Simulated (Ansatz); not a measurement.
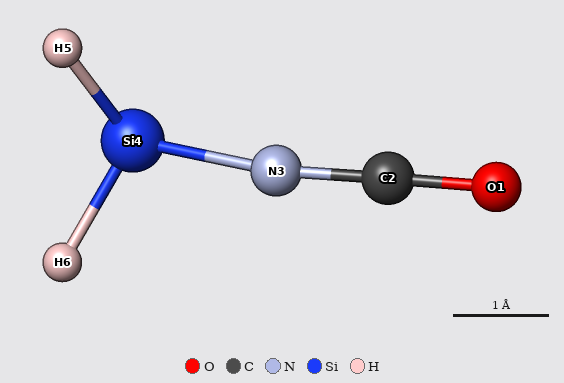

The structure as given in the input (ball-and-stick view, seen at a tilt; atoms are numbered from 1 in the order of the input). Bond lengths as drawn: C–N 1.19 Å, C–O 1.16 Å, H–Si 1.49 Å and N–Si 1.71 Å.

## Two runs on CH₂NOSi

System: CH₂NOSi, multiplicity 2.
Method of run 1: UKS B2PLYP (frozen core)/def2-TZVPP (Ansatz 0.2.0).

The geometry comes from this level: PBE0-D4/def2-TZVP. Text and figures count atoms from 1; the logs count them from 0 in places.

**Input, run 1**
```yaml
crystal:
  periodic: [false, false, false]
  atoms:
    - {symbol: O, position_ang: [1.089658, -2.025709, 1.610439]}
    - {symbol: C, position_ang: [0.648518, -1.177763, 0.945387]}
    - {symbol: N, position_ang: [0.216300, -0.284909, 0.279199]}
    - {symbol: Si, position_ang: [-0.683251, 0.591566, -0.875336]}
    - {symbol: H, position_ang: [0.261263, 1.214230, -1.839133]}
    - {symbol: H, position_ang: [-1.490487, 1.618684, -0.166757]}
basis:
  gaussian: {orbitals: def2-TZVPP}
magnetization: {spin_polarized: true, initial_magnetization: 1}
hamiltonian: {xc: {name: B2PLYP}}
```

Hardware: 2 CPU threads, shared host.

**Output (run 1)**
```
Functional definition: B2PLYP
  parameter a = 0.53
  parameter c = 0.27
  exchange = (1 - a)*b88_x + a*exact_x
  correlation = (1 - c)*lyp_c + c*(mp2_os + mp2_ss)
998 factors; integrals over basis functions are off by at most 5.5e-4 eV
mean field evaluation 1: about -12469.1533 eV, gradient 3.3e1 eV
mean field evaluation 2: about -12469.3244 eV, gradient 3.3e1 eV
mean field evaluation 4: about -12473.1901 eV, gradient 2.9e0 eV
mean field evaluation 8: about -12473.2468 eV, gradient 2.7e-1 eV
mean field evaluation 16: about -12473.2473 eV, gradient 4.4e-4 eV
mean field -12473.24729388 eV, -458.3833833796 hartree, gradient 9.5e-7 eV, S^2 0.753641; 0 other end points of the search recorded, 0 dependent functions left out
8 core orbitals not correlated: weight in the atoms' cores, before any rotation towards them, 1.000 or more for the frozen orbitals, at most 0.000 for the correlated occupied ones
reference -12473.24744369 eV, -458.3833888849 hartree; 11, 10 occupied and 144, 145 virtual orbitals, 998 factors
second order -22.31084152 eV of doubles, -0.00000000 eV of singles
Total energy: -12479.27137090 eV, -458.6047641267 hartree
```

The input of run 2 differs as follows (lines with − go, lines with + come):
```diff
-hamiltonian: {xc: {name: B2PLYP}}
+hamiltonian: {xc: {name: PBE-QIDH}}
```

Predict how the results change.

The total energies belong to different methods, so their difference says nothing on which is more stable or more accurate. The functional changes from B2PLYP to PBE-QIDH.

**Output (run 2)**
```
Functional definition: PBE-QIDH
  parameter a = 3^(-1/3)
  parameter c = 1/3
  exchange = (1 - a)*pbe_x + a*exact_x
  correlation = (1 - c)*pbe_c + c*(mp2_os + mp2_ss)
998 factors; integrals over basis functions are off by at most 5.5e-4 eV
mean field evaluation 1: about -12464.1267 eV, gradient 2.9e1 eV
mean field evaluation 2: about -12464.1307 eV, gradient 2.9e1 eV
mean field evaluation 4: about -12467.2067 eV, gradient 2.5e0 eV
mean field evaluation 8: about -12467.2588 eV, gradient 2.2e-1 eV
mean field evaluation 16: about -12467.2594 eV, gradient 6.5e-4 eV
mean field -12467.25938128 eV, -458.1633316500 hartree, gradient 4.8e-6 eV, S^2 0.754426; 0 other end points of the search recorded, 0 dependent functions left out
8 core orbitals not correlated: weight in the atoms' cores, before any rotation towards them, 1.000 or more for the frozen orbitals, at most 0.000 for the correlated occupied ones
reference -12467.25939277 eV, -458.1633320723 hartree; 11, 10 occupied and 144, 145 virtual orbitals, 998 factors
second order -20.54946079 eV of doubles, -0.00000000 eV of singles
Total energy: -12474.10921303 eV, -458.4150583239 hartree
```

**The two runs side by side**

| quantity | run 1 | run 2 |
| --- | --- | --- |
| outcome | converged | converged |
| total energy (hartree) | −458.604764 | −458.415058 |
| ⟨S²⟩ | 0.754 | 0.754 |
| basis functions | 163 | 163 |
| wall time (shared host) | 6 s | 4.8 s |
